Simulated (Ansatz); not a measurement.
```yaml
atoms:
  - { symbol: C, position_ang: [-1.6965, -1.2353, -0.6567] }
  - { symbol: C, position_ang: [-0.2425, -1.0014, -0.8037] }
  - { symbol: C, position_ang: [0.4970, -1.2903, 0.4709] }
  - { symbol: C, position_ang: [0.8618, -0.2512, 1.2183] }
  - { symbol: C, position_ang: [0.1943, 1.3690, -0.4018] }
  - { symbol: N, position_ang: [-2.8293, -1.4327, -0.5227] }
  - { symbol: O, position_ang: [0.5958, 1.0429, 0.8640] }
  - { symbol: O, position_ang: [0.0802, 2.5010, -0.7363] }
  - { symbol: O, position_ang: [-0.0065, 0.3385, -1.2544] }
  - { symbol: H, position_ang: [0.1133, -1.6443, -1.6244] }
  - { symbol: H, position_ang: [0.7039, -2.3180, 0.7659] }
  - { symbol: H, position_ang: [1.3956, -0.3084, 2.1676] }
```

Geometry: B3LYP-D3(BJ)/def2-SVP.

The calculation used isolated molecule in a Gaussian basis; Kohn-Sham density functional theory, functional PBE0 in Ansatz.

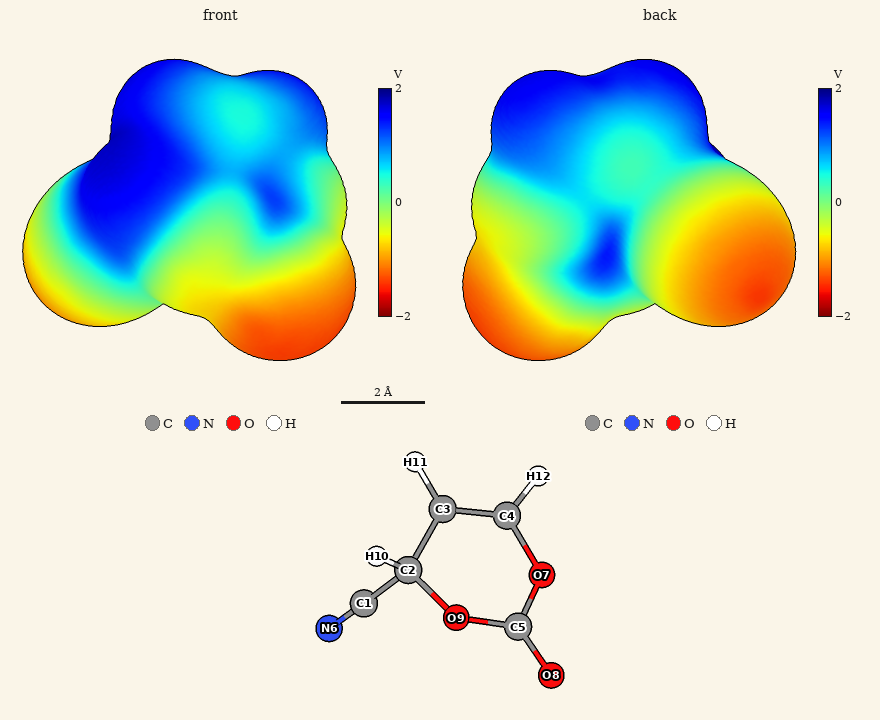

C$_{5}$H$_{3}$NO$_{3}$. The molecular electrostatic potential painted on the density surface at 0.001 e/bohr³, seen from the front and from behind; red is negative and blue positive. The bare structure is drawn below in the same view.

Where is the surface potential most negative and most positive?

The most negative region (about −1.4 V) lies over N6 and O8, the most positive (about +1.8 V) over C2, C3, H10 and H11.
